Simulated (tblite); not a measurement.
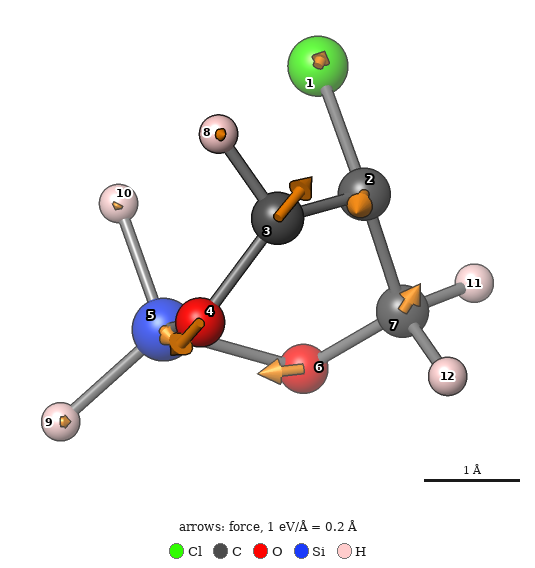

Starting geometry of C₃H₅ClO₂Si (charge −1, multiplicity 2) with the computed forces as orange arrows. The picture is a ball-and-stick view, seen at a tilt.

Level of theory: GFN2-xTB geometry optimisation, gas phase (tblite). 

What follows when this structure is relaxed?

It isn't relaxed: the largest force vector, on C3, is 3.52 eV/Å. The final displacements have little in common with the starting forces (cosine between the two patterns 0.20). Cl1 moves most after the best rigid fit: 2.35 Å. By element the largest moves are Cl 2.35 Å, H 1.45 Å, O 1.11 Å, C 0.52 Å, Si 0.36 Å. Some distances before and after: Cl1–Si5 3.233 → 5.164 Å, Cl1–C2 1.764 → 2.352 Å, Cl1–C3 2.742 → 3.168 Å, Cl1–C7 2.743 → 3.141 Å. Bonds break, among them: Cl1–C2 (1.76 → 2.35 Å). Bond angles that change, for instance: Si5–O6–C7 108.1° → 122.5°, C2–C3–H8 111.7° → 125.9°, C3–O4–Si5 105.1° → 118.7°. Over 94 geometry steps the energy falls by 40.0 kcal/mol. Cost: 0.62 s on 1 thread of Arm Neoverse V1, on a shared host.
